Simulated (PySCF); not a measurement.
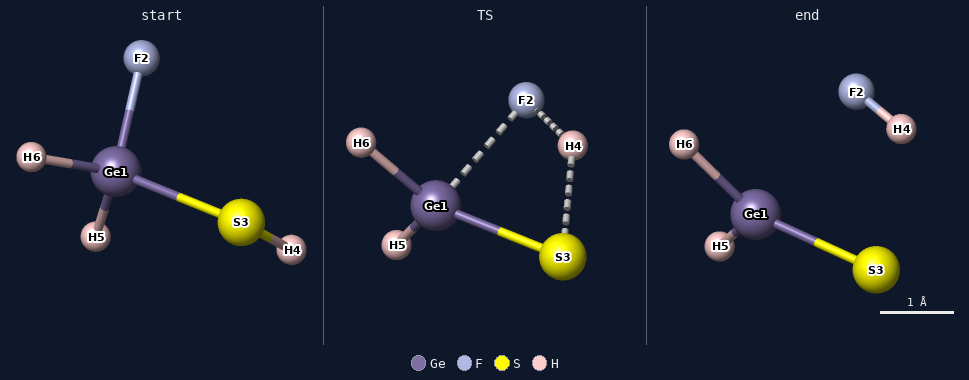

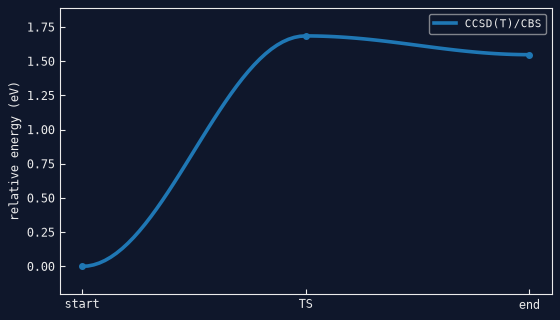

A reaction step of GeH3SF, with its energy diagram. Style: ball-and-stick. Shown at a tilt. Dashed sticks mark bonds that form or break.

Stationary points at PBE0-D4/def2-TZVP, single-point energies with CCSD(T)/CBS (def2-TZVPP where no basis is named; PySCF 2.14.0). The energies are electronic, without zero-point or thermal terms, and both ends are the minima reached downhill from the saddle, with any fragments still in contact. CCSD(T)/CBS stands for a frozen-core estimate: MP2 correlation extrapolated from def2-TZVPP and def2-QZVPP, CCSD(T) minus MP2 from the smaller set.

What happens, and what does it cost?

Answer. Counted by bonded pieces, the start holds GeH₃SF and the end holds GeH₂S + HF. From the start over the saddle to the end, a bond forms: F2–H4 (3.44 → 1.07 → 0.95 Å). Bonds break: Ge1–F2 (1.74 → 2.04 → 2.35 Å), S3–H4 (1.34 → 1.85 → 2.34 Å). The saddle has one imaginary mode, 437i cm⁻¹. With CCSD(T)/CBS the barrier is 1.69 eV from the start and 0.14 eV from the end, and the end lies 1.55 eV above the start.
